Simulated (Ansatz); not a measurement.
## Run report: Si3N2H10OF, single-point calculation

- system: Si3N2H10OF, multiplicity 2
- method: UKS PBE0-D4/def2-TZVPP (Ansatz 0.2.0)

The geometry is the reactant side of a reaction. The reaction was set up to form Si1–F8 and N2–H7 and to break Si1–N2 and H7–F8 (atoms counted from 1 in the order of the input); sticks are drawn by distance alone. The geometry comes from this level: PBE0-D4/def2-TZVP.

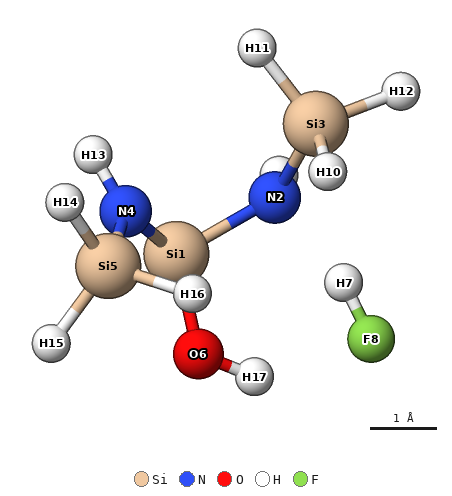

The structure as given in the input (ball-and-stick view, seen at a tilt; atoms are numbered from 1 in the order of the input). Bond lengths as drawn: F–H 0.96 Å, H–N 1.01 Å, H–O 0.97 Å, H–Si 1.48 to 1.49 Å, N–Si 1.71 to 1.77 Å and O–Si 1.64 Å.

### Summary

- outcome: converged
- total energy: −31529.3703 eV
- mean-field energy: −31528.9268 eV
- dispersion energy: −0.4435 eV
- ⟨S²⟩: 0.752
- SCF solution under orbital rotations: stable
- HOMO (either spin): −6.01 eV
- LUMO (either spin): −2.22 eV
- hardware: 4 CPU threads, shared host
- wall time: 9 s (CPU time 11 s)
- peak memory: 0.97 GiB

### Input file
```yaml
crystal:
  periodic: [false, false, false]
  atoms:
    - {symbol: Si, position_ang: [-1.138695, -0.752468, -0.026699]}
    - {symbol: N, position_ang: [-0.131109, -0.728304, -1.483934]}
    - {symbol: Si, position_ang: [0.872145, 0.678204, -1.823833]}
    - {symbol: N, position_ang: [-1.179205, 0.798215, 0.700420]}
    - {symbol: Si, position_ang: [-0.532130, 1.197404, 2.270150]}
    - {symbol: O, position_ang: [-0.425912, -1.682979, 1.114886]}
    - {symbol: H, position_ang: [0.893747, -2.014335, -1.132317]}
    - {symbol: F, position_ang: [1.355301, -2.770439, -0.753767]}
    - {symbol: H, position_ang: [-0.605748, -1.091359, -2.303198]}
    - {symbol: H, position_ang: [1.768425, 0.888281, -0.665617]}
    - {symbol: H, position_ang: [0.067988, 1.904090, -2.068368]}
    - {symbol: H, position_ang: [1.658724, 0.376381, -3.046596]}
    - {symbol: H, position_ang: [-1.770828, 1.498444, 0.277930]}
    - {symbol: H, position_ang: [-0.761935, 2.655646, 2.450060]}
    - {symbol: H, position_ang: [-1.204522, 0.466374, 3.372807]}
    - {symbol: H, position_ang: [0.922857, 0.915264, 2.319239]}
    - {symbol: H, position_ang: [0.211098, -2.338317, 0.798836]}
basis:
  gaussian: {orbitals: def2-TZVPP}
magnetization: {spin_polarized: true, initial_magnetization: 1}
hamiltonian: {xc: pbe0, dispersion: d4}
output: {orbitals: {seedname: orbitals}}
```

Launch command:
```bash
ansatz run in.yaml --threads 4 --pin off --events-out ev --progress --plain --max-ram 66560MiB --backend cuda --devices 0, --max-vram 37GiB
```

### Output
```
Functional definition: PBE0
  name "PBE0"
  cite "Adamo & Barone, J. Chem. Phys. 110, 6158 (1999) doi:10.1063/1.478522"
  cite "Perdew, Burke & Ernzerhof, Phys. Rev. Lett. 77, 3865 (1996) doi:10.1103/PhysRevLett.77.3865"
  parent pbe
  parameter a = 0.25
  parameter kappa = 0.804
  parameter beta = 0.06672455060314922
  exchange = (1 - a)*pbe_x(kappa = kappa, mu = beta*pi^2/3) + a*exact_x
  correlation = pbe_c(beta = beta)
2080 factors; their error is unknown
mean field evaluation 1: about -31513.9009 eV, gradient 6.6e1 eV
mean field evaluation 2: about -31492.1411 eV, gradient 9.6e1 eV
mean field evaluation 4: about -31528.7563 eV, gradient 5.6e0 eV
mean field evaluation 8: about -31528.8559 eV, gradient 1.5e-1 eV
mean field evaluation 16: about -31528.9268 eV, gradient 4.8e-4 eV
mean field -31528.92676534 eV, -1158.6666875522 hartree, gradient 2.8e-5 eV, S^2 0.751913; 0 other end points of the search recorded, 0 dependent functions left out
reference -31528.92680648 eV, -1158.6666890639 hartree; 42, 41 occupied and 348, 349 virtual orbitals, 2080 factors
Total energy: -31529.37034007 eV, -1158.6829886226 hartree
```

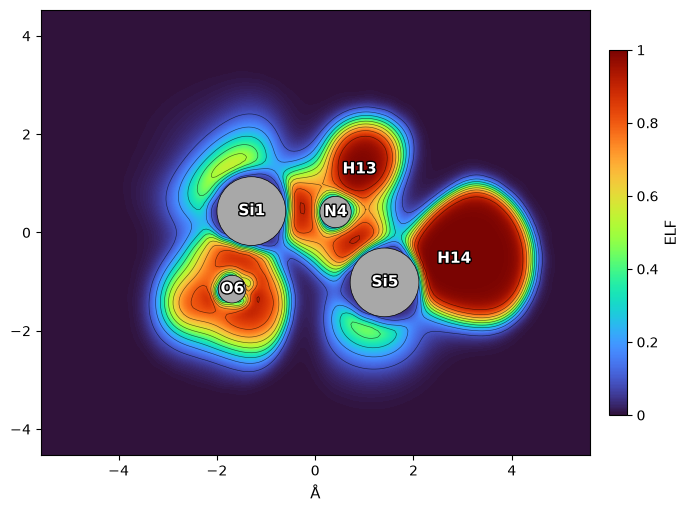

Electron localisation function on the plane of atoms Si1, N4 and Si5. Grey discs, where drawn, cover atomic cores. The section cuts through Si, N, O and H sites. Si–O (1.64 Å): the ELF peaks at about 0.85 between the atoms (a shared but strongly polarised pair). Si–N (1.74 Å): the ELF peaks at about 0.90 between the atoms (a polar covalent bond). N–H (1.01 Å): the ELF climbs to about 1 towards the hydrogen, as it does in any bond to H; a covalent bond by its length.

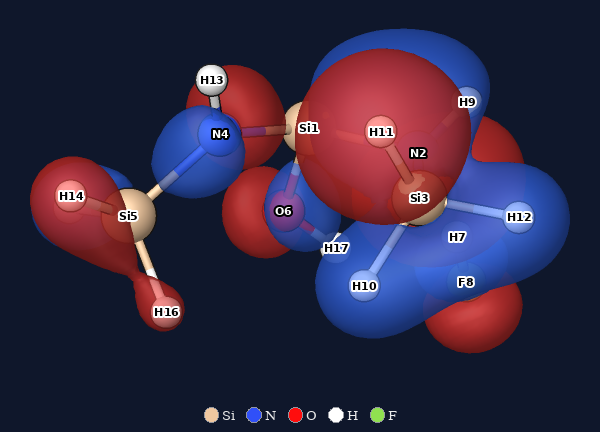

The HOMO−1 (β) at ±0.06 Å⁻³ᐟ² (blue and red are the two phases), seen from the side. It lies mainly on N2 (40 %), Si3 (15 %) and H11 (15 %). Its energy is −8.74 eV.

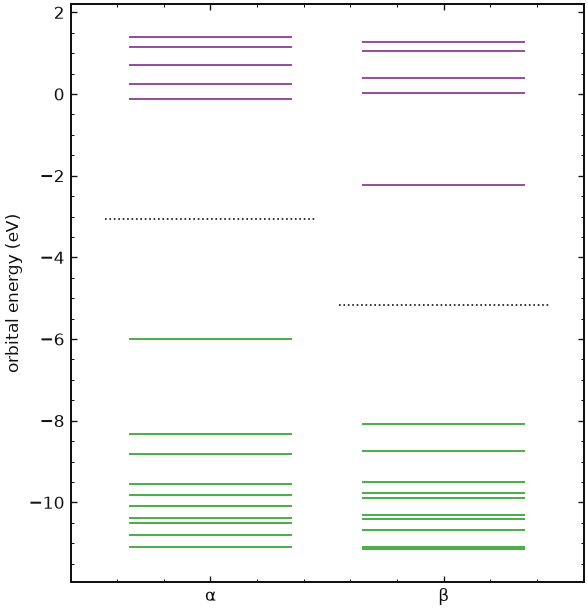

Orbital energies near the frontier for α and β spins; the dotted line parts filled from empty levels, and levels within 0.02 eV of each other stand side by side. α: highest filled −6.01 eV, lowest empty −0.11 eV, 5.90 eV apart; β: highest filled −8.09 eV, lowest empty −2.22 eV, 5.87 eV apart.
